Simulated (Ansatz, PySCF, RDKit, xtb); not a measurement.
# AlNH4S: a search for the lowest isomer

Task: start from the formula AlNH4S, draw up candidate structures, narrow them down in stages, and characterise the one that lies lowest at 298.15 K.

Plan: many cheap relaxations first (GFN2-xTB), then density-functional screening, relaxation at B3LYP-D4/def2-TZVP, vibrations and a final energy. The numbers are computed, not measured.

7 further runs of the same task are left out: 7 set aside as unsound or not needed.

## Step 1: Candidates

A program enumerates the bonding patterns with one Lewis structure each (two rings at most, one unusual centre or charged pair), with their diastereomers. O–O, O–halogen and N–halogen bonds and N–N–N chains are not drawn. That gives 10 candidates.

```
label              SMILES     spin
 c101        N=[SH][AlH2]  singlet
 c115      [AlH3-][NH+]=S  singlet
 c262       N=[S+][AlH3-]  singlet
 c266          N[S][AlH2]  singlet
 c316  [NH]1[AlH2-][SH+]1  singlet
 c452      [NH2][AlH][SH]  singlet
 c549  [NH2+]1[AlH2-][S]1  singlet
 c571         [AlH2][NH]S  singlet
 c640    [AlH3-][N+]#[SH]  singlet
 c696    [AlH2][NH2+][S-]  singlet
```

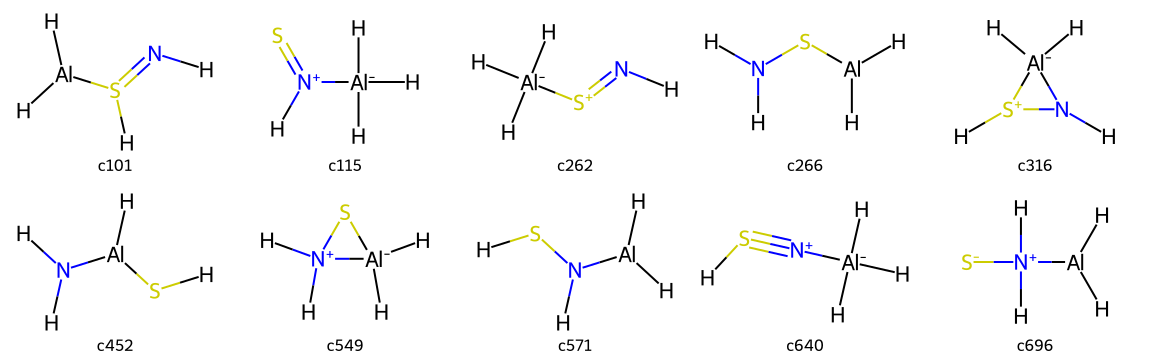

Structural formulas of the candidates.

Candidates are built by distance geometry, with a force field where one applies, in up to four conformers (letters a to d). 6 starts with atoms placed at random are added, to find patterns that the rules miss.

## Step 2: Cheap relaxation of all starts

All 16 starts are relaxed the same way. One of them, c754 (atoms placed at random), in full:

Input file start.xyz:

```xyz
7
c754
Al    -0.423980    -0.104440     0.281140
N      2.045250     0.478860    -0.056390
S      1.187790    -1.496290    -0.858160
H      0.174400     0.457370    -1.087950
H      1.972660    -1.087490     0.460550
H      1.494820     1.143050     0.588370
H      0.347530     1.568410     0.304560
```

Command:

```sh
xtb start.xyz --gfn 2 --opt
```

The program printed, cut to the lines that bear on the results:

```text
* xtb version 6.7.1
[...]
          :  # basis functions                  28          :
[...]
          :  # electrons                        18          :
[...]
          :  Hamiltonian                  GFN2-xTB          :
[...]
          :  net charge                          0          :
          :  unpaired electrons                  0          :
[...]
   *** convergence criteria satisfied after 26 iterations ***
[...]
   *** GEOMETRY OPTIMIZATION CONVERGED AFTER 30 ITERATIONS ***
[...]
   *** convergence criteria satisfied after 3 iterations ***
[...]
         ::                     SUMMARY                     ::
         :::::::::::::::::::::::::::::::::::::::::::::::::::::
         :: total energy              -9.292205058749 Eh    ::
         :: gradient norm              0.000431385694 Eh/a0 ::
         :: HOMO-LUMO gap              3.286371233466 eV    ::
         ::.................................................::
         :: SCC energy                -9.356112704509 Eh    ::
         :: -> isotropic ES            0.037999676052 Eh    ::
         :: -> anisotropic ES          0.005808890652 Eh    ::
         :: -> anisotropic XC          0.005502708487 Eh    ::
         :: -> dispersion             -0.003818336804 Eh    ::
         :: repulsion energy           0.063907645760 Eh    ::
         :: add. restraining           0.000000000000 Eh    ::
         :: total charge               0.000000000000 e     ::
         :::::::::::::::::::::::::::::::::::::::::::::::::::::
[...]
         9        2.0000           -0.3844636             -10.4618 (HOMO)
        10                         -0.2636917              -7.1754 (LUMO)
[...]
          | TOTAL ENERGY               -9.292205058749 Eh   |
          | GRADIENT NORM               0.000431385694 Eh/α |
          | HOMO-LUMO GAP               3.286371233466 eV   |
           -------------------------------------------------
[...]
```

It took 0.086 s on 2 threads of Arm Neoverse V2, shared host.

## Step 3: Distinct minima at GFN2-xTB

16 of the 16 relaxations converged; 9 ended on a minimum already found. 7 distinct structures remain:

```
label             start            SMILES after     spin  energy (kcal/mol)           note
c452a             drawn          [NH2][AlH][SH]  singlet                0.0               
 c953            random          [NH2][AlH][SH]  singlet                0.6               
c696a  drawn and random      [NH2+]1[AlH2-][S]1  singlet               23.4  bonds changed
c262a             drawn      [NH]1[AlH2-][SH+]1  singlet               28.7  bonds changed
 c318            random        [AlH2][N][SH2] ‡  singlet               62.8               
 c561            random  [H][H][Al]1[NH][SH]1 ‡  singlet               84.9  loosely bound
 c221            random        [NH2][SH][AlH] ‡  singlet               97.3
```

‡ marks the bonded skeleton alone, with all bonds drawn single: no Lewis structure was assigned that passes a check against the bond lengths.

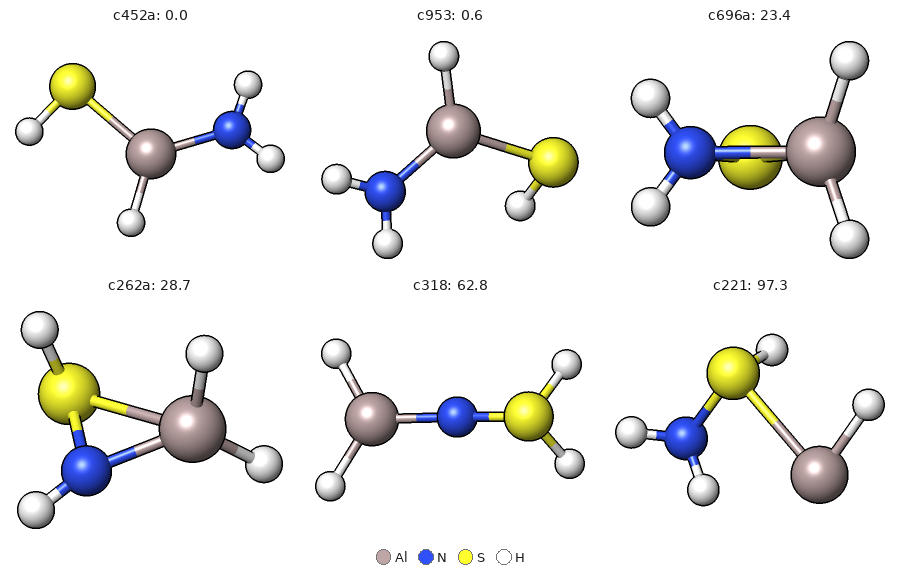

The 6 lowest minima that did not fall apart, with their GFN2-xTB energies in kcal/mol.

## Step 4: Second filter: single points

A choice of the minima (the low ones first, few conformers of a pattern, up to a cap) and the lowest that fell apart get a single point at r2SCAN-D4/def2-SVP on the tight-binding geometry, and one at HF/STO-3G for comparison. The lowest singlets are also tried as triplets at the same geometry (label ending in t). The first, c452a:

Input file input.yaml:

```yaml
crystal:
  periodic: [false, false, false]
  atoms:
    - {symbol: Al, position_ang: [-0.889906, -0.462431, 0.312010]}
    - {symbol: "N", position_ang: [-2.389810, -0.868828, 1.157463]}
    - {symbol: S, position_ang: [0.986328, -0.088162, 1.381959]}
    - {symbol: H, position_ang: [-2.510471, -0.904679, 2.164081]}
    - {symbol: H, position_ang: [-3.277622, -1.098888, 0.729404]}
    - {symbol: H, position_ang: [-0.817849, -0.351908, -1.210261]}
    - {symbol: H, position_ang: [1.610221, 0.207794, 0.243608]}
basis:
  gaussian: {orbitals: def2-SVP}
hamiltonian: {xc: r2scan, dispersion: d4}
scf: {lower_state_search: "off"}
```

Command:

```sh
ansatz run input.yaml --threads 2 --pin off --max-ram 4350MiB --events-out events.jsonl --progress --plain --runs-dir runs
```

The program printed, cut to the lines that bear on the results:

```text
Warning: RAYON_NUM_THREADS=2 ignored (pool sized by the plan → 2); use --threads N
Functional definition: r2SCAN
  name "r2SCAN"
[...]
802 factors; their error is unknown
[...]
mean field -18980.59067067 eV, -697.5238416405 hartree, gradient 1.7e-6 eV, S^2 0.000000; 0 other end points of the search recorded, 0 dependent functions left out
reference -18980.59068098 eV, -697.5238420196 hartree; 20, 20 occupied and 50, 50 virtual orbitals, 802 factors
Total energy: -18980.61832858 eV, -697.5248580503 hartree
Checks for a lower state left out: stability, starts, cluster_reference, orbital_swaps, neighbouring_geometries, increment
```

It took 0.8 s on 2 threads of Arm Neoverse V2, shared host.

Relative energies in kcal/mol, each column from its lowest structure that stays in one piece:

```
 label                  SMILES     spin  GFN2-xTB  HF/STO-3G  r2SCAN-D4/def2-SVP
 c452a          [NH2][AlH][SH]  singlet       0.0        0.0                 0.0
  c953          [NH2][AlH][SH]  singlet       0.6        1.8                 1.6
 c696a      [NH2+]1[AlH2-][S]1  singlet      23.4       23.3                37.4
 c262a      [NH]1[AlH2-][SH+]1  singlet      28.7       52.3                58.4
  c561  [H][H][Al]1[NH][SH]1 ‡  singlet      84.9      123.6                99.8
c452at          [NH2][AlH][SH]  triplet         –          –               116.0
c696at      [NH2+]1[AlH2-][S]1  triplet         –          –               120.9
```

‡ marks the bonded skeleton alone, with all bonds drawn single: no Lewis structure was assigned that passes a check against the bond lengths.

## Step 5: A second chance for lost patterns

Some ordinary bonding patterns rearranged or fell apart under GFN2-xTB. Their starts are relaxed at r2SCAN-D4/def2-SVP instead (label ending in r). The first, c115ar:

Input file input.yaml:

```yaml
crystal:
  periodic: [false, false, false]
  atoms:
    - {symbol: Al, position_ang: [-1.387714, -1.146318, 0.494524]}
    - {symbol: N, position_ang: [-0.436043, 0.442514, 0.888218]}
    - {symbol: S, position_ang: [-0.976320, 1.360462, 1.783019]}
    - {symbol: H, position_ang: [-2.802882, -0.795082, -0.108029]}
    - {symbol: H, position_ang: [-1.556090, -2.001466, 1.810005]}
    - {symbol: H, position_ang: [-0.572058, -2.035072, -0.565125]}
    - {symbol: H, position_ang: [0.433355, 0.661067, 0.441494]}
basis:
  gaussian: {orbitals: def2-SVP}
hamiltonian: {xc: r2scan, dispersion: d4}
scf: {lower_state_search: "off"}
relax: {f_tol: 0.01}
```

Command:

```sh
ansatz run input.yaml --threads 2 --pin off --max-ram 4350MiB --events-out events.jsonl --progress --plain --runs-dir runs
```

The program printed, cut to the lines that bear on the results:

```text
Warning: RAYON_NUM_THREADS=2 ignored (pool sized by the plan → 2); use --threads N
[...]
[... 2 set-up lines as earlier in the session ...]
[...]
802 factors; their error is unknown
[...]
mean field -18974.68698137 eV, -697.3068850604 hartree, gradient 2.3e-6 eV, S^2 0.000000; 0 other end points of the search recorded, 0 dependent functions left out
[...]
reference -18974.68699202 eV, -697.3068854519 hartree; 20, 20 occupied and 50, 50 virtual orbitals, 802 factors
[...]
Atom 3 at    -2.550618    -0.753444    -0.479106 Å, force     0.000918     0.000849    -0.001481 eV/Å
Atom 4 at    -1.882462    -2.001577     1.936520 Å, force     0.000637     0.002650    -0.003900 eV/Å
Atom 5 at    -0.196344    -1.930404    -0.298956 Å, force    -0.000106     0.001744    -0.000497 eV/Å
Atom 6 at    -0.308673     0.857363    -0.009293 Å, force    -0.001304    -0.001237    -0.003769 eV/Å
Dipole moment:     0.285714     0.579565     0.010297 e Å
Checks for a lower state left out: stability, starts, cluster_reference, orbital_swaps, neighbouring_geometries, increment
```

Run time: 16 s. Hardware: 2 threads of Arm Neoverse V2, shared host.

Energies at r2SCAN-D4/def2-SVP after that relaxation, from the lowest structure of the screen (which was not relaxed at this level):

```
 label          SMILES     spin  energy (kcal/mol)
c115ar  [AlH3-][NH+]=S  singlet               95.6
```

## Step 6: Third filter: density-functional geometries

3 candidates are relaxed at B3LYP-D4/def2-TZVP (chosen among the lowest in one piece). The first, c452a:

Input file input.yaml:

```yaml
crystal:
  periodic: [false, false, false]
  atoms:
    - {symbol: Al, position_ang: [-0.889906, -0.462431, 0.312010]}
    - {symbol: "N", position_ang: [-2.389810, -0.868828, 1.157463]}
    - {symbol: S, position_ang: [0.986328, -0.088162, 1.381959]}
    - {symbol: H, position_ang: [-2.510471, -0.904679, 2.164081]}
    - {symbol: H, position_ang: [-3.277622, -1.098888, 0.729404]}
    - {symbol: H, position_ang: [-0.817849, -0.351908, -1.210261]}
    - {symbol: H, position_ang: [1.610221, 0.207794, 0.243608]}
basis:
  gaussian:
    orbitals: def2-TZVP
hamiltonian:
  xc: {name: B3LYP}
  dispersion: d4
scf:
  lower_state_search: "off"
relax:
  f_tol: 0.003
```

Command:

```sh
ansatz run input.yaml --threads 2 --pin off --max-ram 4350MiB --events-out events.jsonl --progress --plain --runs-dir runs
```

The program printed:

```text
Warning: RAYON_NUM_THREADS=2 ignored (pool sized by the plan → 2); use --threads N
The last accepted step is kept in runs//last_step.txt (removed where the run ends without a failure and the disk answers)
Functional definition: B3LYP
  name "B3LYP"
  parameter a0 = 0.2
  parameter ax = 0.72
  parameter ac = 0.81
  exchange = (1 - a0 - ax)*slater_x + ax*b88_x + a0*exact_x
  correlation = (1 - ac)*vwn_rpa_c + ac*lyp_c
these checks for a lower state are left out or cut short: stability, starts, cluster_reference, orbital_swaps, neighbouring_geometries, increment
861 factors; their error is unknown
mean field evaluation 1: about -18983.1472 eV, gradient 6.8e1 eV
mean field evaluation 2: about -18958.7348 eV, gradient 1.1e2 eV
mean field evaluation 4: about -18991.9805 eV, gradient 6.8e0 eV
mean field evaluation 8: about -18992.1097 eV, gradient 2.1e-1 eV
mean field evaluation 16: about -18992.1097 eV, gradient 2.7e-5 eV
mean field -18992.10973089 eV, -697.9471592958 hartree, gradient 1.7e-6 eV, S^2 0.000000; 0 other end points of the search recorded, 0 dependent functions left out
the calculation of the forces begins
reference -18992.10997786 eV, -697.9471683720 hartree; 20, 20 occupied and 109, 109 virtual orbitals, 861 factors
relax step   1: F+E_penalty+E_count = -18992.30229953 eV  Δ(F+E_penalty+E_count) = +0.000e0 eV  max|allowed force component| = 6.658e-1 eV/Å  Δτ_max = 0.0000 Å  (17 SCF iters, accepted)
these checks for a lower state are left out or cut short: stability, starts, cluster_reference, orbital_swaps, neighbouring_geometries, increment
861 factors; their error is unknown
mean field -18992.14657620 eV, -697.9485133362 hartree, gradient 9.3e-7 eV, S^2 0.000000; 0 other end points of the search recorded, 0 dependent functions left out
the calculation of the forces begins
reference -18992.14682290 eV, -697.9485224020 hartree; 20, 20 occupied and 109, 109 virtual orbitals, 861 factors
relax step   2: F+E_penalty+E_count = -18992.34028042 eV  Δ(F+E_penalty+E_count) = -3.798e-2 eV  max|allowed force component| = 1.765e-1 eV/Å  Δτ_max = 0.1153 Å  (20 SCF iters, accepted)
these checks for a lower state are left out or cut short: stability, starts, cluster_reference, orbital_swaps, neighbouring_geometries, increment
861 factors; their error is unknown
mean field evaluation 32: about -18992.1480 eV, gradient 2.4e-6 eV
mean field -18992.14804634 eV, -697.9485673627 hartree, gradient 2.4e-6 eV, S^2 0.000000; 0 other end points of the search recorded, 0 dependent functions left out
the calculation of the forces begins
reference -18992.14829253 eV, -697.9485764100 hartree; 20, 20 occupied and 109, 109 virtual orbitals, 861 factors
relax step   3: F+E_penalty+E_count = -18992.34179529 eV  Δ(F+E_penalty+E_count) = -1.515e-3 eV  max|allowed force component| = 1.058e-1 eV/Å  Δτ_max = 0.0626 Å  (19 SCF iters, accepted)
[... 5 lines left out ...]
relax step   4: F+E_penalty+E_count = -18992.34331730 eV  Δ(F+E_penalty+E_count) = -1.522e-3 eV  max|allowed force component| = 5.807e-2 eV/Å  Δτ_max = 0.0295 Å  (20 SCF iters, accepted)
[... 5 lines left out ...]
relax step   5: F+E_penalty+E_count = -18992.34345955 eV  Δ(F+E_penalty+E_count) = -1.423e-4 eV  max|allowed force component| = 4.442e-2 eV/Å  Δτ_max = 0.0154 Å  (20 SCF iters, accepted)
[... 5 lines left out ...]
relax step   6: F+E_penalty+E_count = -18992.34351781 eV  Δ(F+E_penalty+E_count) = -5.826e-5 eV  max|allowed force component| = 6.106e-2 eV/Å  Δτ_max = 0.0076 Å  (21 SCF iters, accepted)
[... 5 lines left out ...]
relax step   7: F+E_penalty+E_count = -18992.34374700 eV  Δ(F+E_penalty+E_count) = -2.292e-4 eV  max|allowed force component| = 3.422e-3 eV/Å  Δτ_max = 0.0077 Å  (21 SCF iters, accepted)
these checks for a lower state are left out or cut short: stability, starts, cluster_reference, orbital_swaps, neighbouring_geometries, increment
861 factors; their error is unknown
mean field evaluation 64: about -18992.1499 eV, gradient 1.5e-6 eV
mean field -18992.14992353 eV, -697.9486363482 hartree, gradient 2.4e-6 eV, S^2 0.000000; 0 other end points of the search recorded, 0 dependent functions left out
the calculation of the forces begins
reference -18992.15016988 eV, -697.9486454012 hartree; 20, 20 occupied and 109, 109 virtual orbitals, 861 factors
relax step   8: F+E_penalty+E_count = -18992.34374771 eV  Δ(F+E_penalty+E_count) = -7.057e-7 eV  max|allowed force component| = 4.643e-4 eV/Å  Δτ_max = 0.0004 Å  (11 SCF iters, accepted)
Total energy: -18992.34399406 eV, -697.9557683084 hartree
Atom 0 at    -0.901310    -0.453988     0.262007 Å, force     0.000379     0.000051    -0.000279 eV/Å
Atom 1 at    -2.362407    -0.862772     1.164763 Å, force    -0.000356    -0.000043    -0.000310 eV/Å
Atom 2 at     0.919231    -0.057312     1.424496 Å, force    -0.000405    -0.000037    -0.000216 eV/Å
Atom 3 at    -2.434747    -0.930094     2.167766 Å, force     0.000026    -0.000042     0.000218 eV/Å
Atom 4 at    -3.252692    -1.063777     0.736951 Å, force     0.000291     0.000085     0.000141 eV/Å
Atom 5 at    -0.917887    -0.380900    -1.306655 Å, force     0.000038     0.000003     0.000464 eV/Å
Atom 6 at     1.660704     0.181742     0.328936 Å, force     0.000028    -0.000017    -0.000019 eV/Å
Dipole moment:    -0.272566    -0.064233    -0.074878 e Å
Checks for a lower state left out: stability, starts, cluster_reference, orbital_swaps, neighbouring_geometries, increment
```

Wall time 9.9 s (2 threads of Arm Neoverse V2, shared host).

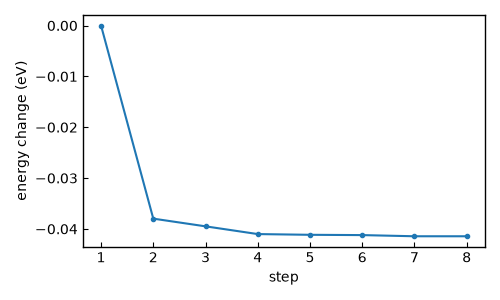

Energy along the run, all evaluated steps.

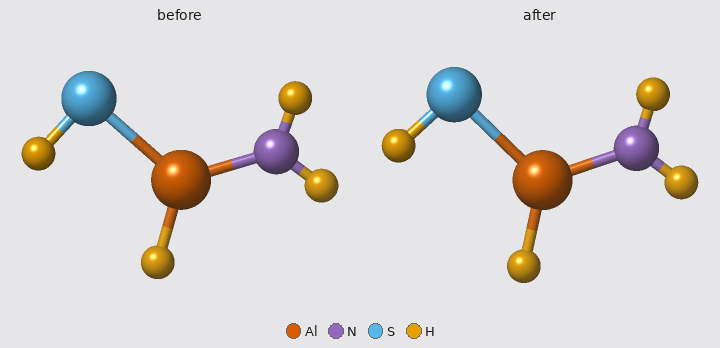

Before and after, at one scale.

After the run. Bond lengths: Al1–N2 1.765 Å, Al1–S3 2.196 Å, N2–H4 1.008 Å, N2–H5 1.008 Å, Al1–H6 1.570 Å, S3–H7 1.344 Å. Angles: N2–Al1–S3 117.2°, Al1–N2–H4 125.7°, Al1–N2–H5 124.1°, N2–Al1–H6 120.9°, S3–Al1–H6 121.9°, Al1–S3–H7 93.3°, H4–N2–H5 110.2°.

## Step 7: The relaxed candidates

```
label     spin  r2SCAN-D4/def2-SVP (kcal/mol)  B3LYP-D4/def2-TZVP, relaxed (kcal/mol)   time
c452a  singlet                            0.0                                     0.0  9.9 s
 c953  singlet                            1.6                                     0.3   11 s
c696a  singlet                           37.4                                    37.9  6.6 s
```

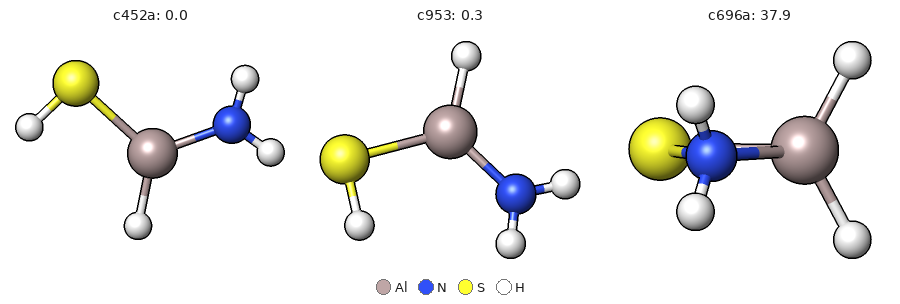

The relaxed structures, with energies at B3LYP-D4/def2-TZVP in kcal/mol.

## Step 8: Vibrations and thermal terms

The lowest few in one piece go on as finalists. Harmonic vibrations at B3LYP-D4/def2-TZVP test each finalist and give the zero-point energy and the thermal terms. The first, c452a:

Input file input.yaml:

```yaml
crystal:
  periodic: [false, false, false]
  atoms:
    - {symbol: Al, position_ang: [-0.901310, -0.453988, 0.262007]}
    - {symbol: N, position_ang: [-2.362407, -0.862772, 1.164763]}
    - {symbol: S, position_ang: [0.919231, -0.057312, 1.424496]}
    - {symbol: H, position_ang: [-2.434747, -0.930094, 2.167766]}
    - {symbol: H, position_ang: [-3.252692, -1.063777, 0.736951]}
    - {symbol: H, position_ang: [-0.917887, -0.380900, -1.306655]}
    - {symbol: H, position_ang: [1.660704, 0.181742, 0.328936]}
basis:
  gaussian:
    orbitals: def2-TZVP
magnetization:
  spin_polarized: false
hamiltonian:
  xc: {name: B3LYP}
  dispersion: d4
scf:
  lower_state_search: off
phonons: {}
```

Command:

```sh
ansatz run input.yaml --threads 2 --pin off --max-ram 4350MiB --events-out events.jsonl --progress --plain --runs-dir runs
```

The program printed, cut to the lines that bear on the results:

```text
Warning: RAYON_NUM_THREADS=2 ignored (pool sized by the plan → 2); use --threads N
[... 2 set-up lines as earlier in the session ...]
[...]
861 factors; their error is unknown
[...]
mean field -18992.14992355 eV, -697.9486363488 hartree, gradient 1.7e-6 eV, S^2 0.000000; 0 other end points of the search recorded, 0 dependent functions left out
[...]
reference -18992.15016963 eV, -697.9486453923 hartree; 20, 20 occupied and 109, 109 virtual orbitals, 861 factors
[...]
Atom 5 at    -0.917887    -0.380900    -1.306655 Å, force     0.000033     0.000002     0.000461 eV/Å
Atom 6 at     1.660704     0.181742     0.328936 Å, force     0.000023    -0.000019    -0.000012 eV/Å
Dipole moment:    -0.272566    -0.064233    -0.074879 e Å
Vibrations: 169.28 203.23 339.74 407.17 464.24 512.73 545.55 678.94 741.29 832.69 1574.12 1968.05 2674.63 3569.93 3653.98 cm⁻¹, zero-point energy 1.136660 eV
Checks for a lower state left out: stability, starts, cluster_reference, orbital_swaps, neighbouring_geometries, increment
```

Run time: 44 s. Hardware: 2 threads of Arm Neoverse V2, shared host.

## Step 9: Zero-point energy and free-energy terms

At 298.15 K and 1 atm, ideal gas, rigid rotor and harmonic oscillator:

```
label              SMILES     spin  point group  lowest mode (cm⁻¹)  zero-point (kcal/mol)  G − E (kcal/mol)
c452a      [NH2][AlH][SH]  singlet           Cs                 169                   26.2               8.5
 c953      [NH2][AlH][SH]  singlet           Cs                 177                   26.2               8.6
c696a  [NH2+]1[AlH2-][S]1  singlet           Cs                 351                   27.0              10.1
```

## Step 10: Energies at the top level

Each finalist gets a single point at CCSD(T)/def2-TZVP.

c452a, CCSD(T)/def2-TZVP:

Changes to input.yaml since step 8:

```diff
@@ -13,9 +13,4 @@
     orbitals: def2-TZVP
-magnetization:
-  spin_polarized: false
-hamiltonian:
-  xc: {name: B3LYP}
-  dispersion: d4
-scf:
-  lower_state_search: off
-phonons: {}
+correlation:
+  method: ccsd_t
+  frozen_orbitals: {H: 0, S: 5, "N": 1, Al: 5}
```

Command:

```sh
ansatz run input.yaml --threads 2 --pin off --max-ram 4350MiB --events-out events.jsonl --progress --plain --runs-dir runs
```

The program printed, cut to the lines that bear on the results:

```text
Warning: RAYON_NUM_THREADS=2 ignored (pool sized by the plan → 2); use --threads N
Functional definition: HF
  name "HF"
[...]
844 factors; integrals over basis functions are off by at most 1.6e-3 eV
[...]
mean field -18948.82584898 eV, -696.3565059745 hartree, gradient 3.0e-6 eV, S^2 0.000000; 0 other end points of the search recorded, 0 dependent functions left out
11 core orbitals not correlated: weight in the atoms' cores, before any rotation towards them, 1.000 or more for the frozen orbitals, at most 0.000 for the correlated occupied ones
reference -18948.82584898 eV, -696.3565059745 hartree; 9, 9 occupied and 109, 109 virtual orbitals, 844 factors
second order -12.47555867 eV of doubles, -0.00000000 eV of singles
cycle   1  -13.12463289 eV  change   -6.5e-1 eV  update   7.5e-2
[...]
cycle   9  -13.51052002 eV  change    1.1e-6 eV  update   1.3e-5
perturbative correction -0.52044911 eV, -0.0191261521 hartree
Total energy: -18962.85681811 eV, -696.8721345795 hartree
```

Wall time 5.1 s (2 threads of Arm Neoverse V2, shared host).

(Part 1 of 2 ends here.)
